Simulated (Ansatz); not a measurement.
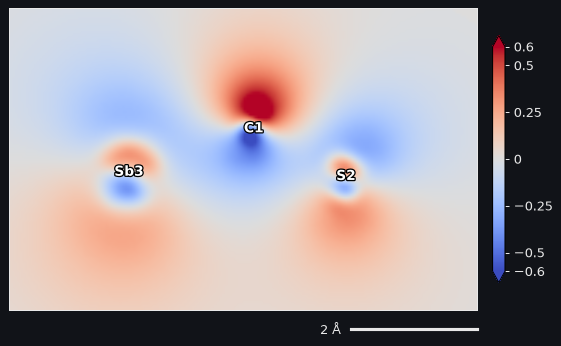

The picture shows: CSSb (charge −1, triplet). The HOMO (α) on the molecular plane (values in Å⁻³ᐟ²; the overall sign is arbitrary).

Geometry: B3LYP-D3(BJ)/def2-SVPD; core potentials replace the inner electrons of Sb.

All numbers below come from isolated molecule in a Gaussian basis; Kohn-Sham density functional theory, functional PBE0 in Ansatz.

```xyz
3

C     1.9912    1.3210    1.0105
S     0.6259    1.2218    0.1108
Sb    3.2528    2.8899    1.5330
```

### What is the character of this orbital?

Its weight (Hirshfeld) is mainly on Sb3 (about 45 %), C1 (about 30 %) and S2 (about 25 %); it is symmetric in the molecular plane (an in-plane orbital: σ, lone-pair or in-plane π type). Its energy is −0.11 eV.
